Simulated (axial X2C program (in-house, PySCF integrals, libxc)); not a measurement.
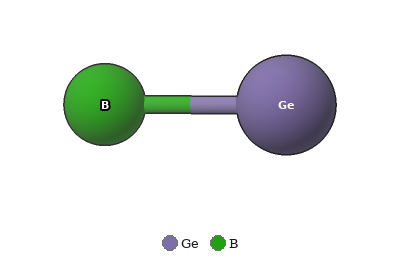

Figure 1. The molecule at the reference distance of 1.920 Å.

Relativistic diatomic calculation, with input and output: GeB⁻

- system: GeB⁻. The reference is closed-shell GeB⁻; the roots are vertical excitation energies. The distance is the PBE0 minimum at charge −1.
- method: EOM-EE-CCSD, two-component X2C with atomic mean-field Coulomb and Gaunt terms, Ge dyall-acv3z, B dyall-av3z (cores contracted) (axial X2C program (in-house, PySCF integrals, libxc))

**Output**
```
two-component X2C + atomic mean field  HF
basis functions 182  fitting functions 1002  grid points 5079
iter        total energy     max residual
   1      -2121.006174755     2.80e-01
   2      -2121.030225693     1.03e-02
   3      -2121.032154143     2.29e-02
   4      -2121.033666528     1.48e-02
   5      -2121.035569179     5.94e-03
   6      -2121.036443178     8.86e-03
   7      -2121.036835115     3.79e-03
   8      -2121.036933315     8.63e-04
   9      -2121.036974498     1.59e-03
  10      -2121.036994980     1.04e-03
  11      -2121.037000129     2.25e-04
  12      -2121.037001139     1.19e-04
  13      -2121.037001289     7.03e-05
  14      -2121.037001310     8.77e-06
  15      -2121.037001311     2.62e-06
  16      -2121.037001312     1.36e-06
converged
one-electron -3049.72910805  Coulomb 967.80086339  exact exchange -82.48471733  xc functional 0.00000000  nuclear repulsion 44.09810091  atomic mean-field constant -0.72214022
correlated 18  virtual 276  natural virtual 84  E(MP2) -0.589865009  MP2 remainder -0.126149880
iter   CCSD correlation   residual
   1     -0.443441940   1.87e-01
   2     -0.461177479   1.05e-01
   3     -0.465049649   7.03e-02
   4     -0.465687771   4.88e-02
   5     -0.467379890   3.94e-02
   6     -0.467987390   3.42e-02
   7     -0.468313154   3.07e-02
   8     -0.469291273   2.79e-02
   9     -0.469108988   2.48e-02
  10     -0.469658865   2.20e-02
  11     -0.468749517   1.54e-02
  12     -0.468486362   1.62e-02
  13     -0.468628668   1.58e-02
  14     -0.469003231   1.27e-02
  15     -0.468939835   6.39e-03
  16     -0.468835693   3.85e-03
  17     -0.468949129   3.36e-03
  18     -0.468899576   1.71e-03
  19     -0.468874228   1.40e-03
  20     -0.468886414   1.36e-03
  21     -0.468877279   1.16e-03
  22     -0.468855857   1.06e-03
  23     -0.468808604   9.96e-04
  24     -0.468750053   8.98e-04
  25     -0.468671230   7.82e-04
  26     -0.468594365   6.71e-04
  27     -0.468565282   6.08e-04
  28     -0.468541445   4.06e-04
  29     -0.468551114   2.21e-04
  30     -0.468553036   1.00e-04
  31     -0.468551567   6.11e-05
  32     -0.468552394   3.75e-05
  33     -0.468551652   2.46e-05
  34     -0.468551240   1.95e-05
  35     -0.468549909   1.55e-05
  36     -0.468548976   1.25e-05
  37     -0.468547471   1.13e-05
  38     -0.468545749   9.55e-06
  39     -0.468543658   7.54e-06
  40     -0.468543111   4.19e-06
  41     -0.468542397   2.81e-06
  42     -0.468542274   1.20e-06
  43     -0.468542147   6.96e-07
  44     -0.468542140   4.13e-07
(T) -0.03161467712504411  T1 0.3356  D1 0.9961  max T2 0.156
EOM-EE-CCSD roots
2*Omega      energy/Eh   energy/eV  one-particle weight
    0      -0.00520245     -0.1416      0.898
    0       0.00155534      0.0423      0.773
    0       0.06879198      1.8719      0.916
    0       0.09834864      2.6762      0.845  not converged
    0       0.10337413      2.8130      0.722  not converged
    2      -0.00270114     -0.0735      0.898
    2       0.00771077      0.2098      0.894
    2       0.07601203      2.0684      0.872  not converged
    2       0.10667175      2.9027      0.821  not converged
    4       0.00142940      0.0389      0.881
    4       0.09509687      2.5877      0.775  not converged
    4       0.10029778      2.7292      0.787  not converged
    6       0.09738695      2.6500      0.833
```

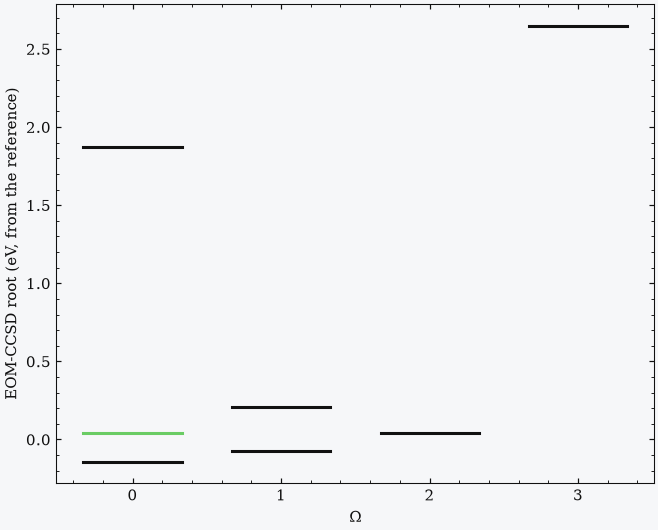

Figure 2. EOM-CCSD roots by Ω at 1.92 Å; roots whose one-particle weight is under 0.8 have the second colour. The lowest has Ω = 0 and lies at −0.142 eV, with one-particle weight 0.90. 1 of the 7 roots are less well described at this level.

**Input**
```
{"zs": [32, 5], "q": -1, "bas": ["dyall-acv3z", "dyall-av3z"], "r0": 2.06, "eom": "ee", "thr": -2.0, "nmax": 88}
```

The line is the task of a batch: nuclear charges, charge, bases, a first guess of the distance and further settings. This report covers the levels named above. The log is that of the reference distance 1.92 Å.

Launched within a batch (the task file carries these settings):
```bash
python <driver script> task.json out
```

**Results in brief**

- outcome: converged
- HF energy of the reference GeB⁻: −2121.03700 hartree
- MP2 energy of the reference GeB⁻: −2121.62687 hartree
- CCSD energy of the reference GeB⁻ (with the MP2 share of the virtual spinors left out of the coupled-cluster step): −2121.63169 hartree
- CCSD(T) energy of the reference GeB⁻: −2121.66331 hartree
- T1 diagnostic (spinor form; for a closed shell √2 times the usual value): 0.336
- hardware: 1 thread of Arm Neoverse N1, 16 GiB of memory available, shared host
- wall time: 4 min
- peak memory: 1 GiB

**Notes**

Caveats: some roots did not converge.
